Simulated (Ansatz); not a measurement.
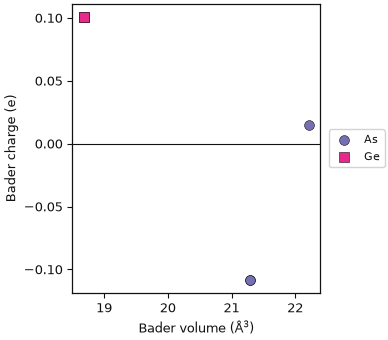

Bader charges of the atoms (positive: electrons lost), against the volumes of their basins.

System: Ge₂As₃, space group P4/mmm, 5 atoms in the cell.

```cif
data_structure
_symmetry_space_group_name_H-M 'P 1'
_symmetry_Int_Tables_number 1
_cell_length_a 3.7487
_cell_length_b 3.7487
_cell_length_c 7.2691
_cell_angle_alpha 90.000
_cell_angle_beta 90.000
_cell_angle_gamma 90.000
_cell_volume 102.15
loop_
_atom_site_label
_atom_site_type_symbol
_atom_site_fract_x
_atom_site_fract_y
_atom_site_fract_z
_atom_site_occupancy
Ge1 Ge 0.00000 0.50000 0.50000 1
Ge2 Ge 0.50000 0.00000 0.50000 1
As1 As 0.50000 0.50000 0.00000 1
As2 As 0.00000 0.00000 0.81288 1
As3 As 0.00000 0.00000 0.18712 1
```

Computed with Ansatz 0.2.0: DFT PBE, scalar-relativistic, plane waves, PAW, no spin polarisation, 10×10×6 k mesh, 420 eV cutoff.

What are the charges by element?

Answer. The Bader charges are Ge +0.10 e and As from −0.11 to +0.01 e. Electrons move from Ge to As, 0.2 e a cell.

Which atoms take the most room?

Answer. As has the largest basins, 21.6 Å³ on average, and Ge the smallest, 18.7 Å³.

The structure is an invented one, so it need not be a known or stable phase.
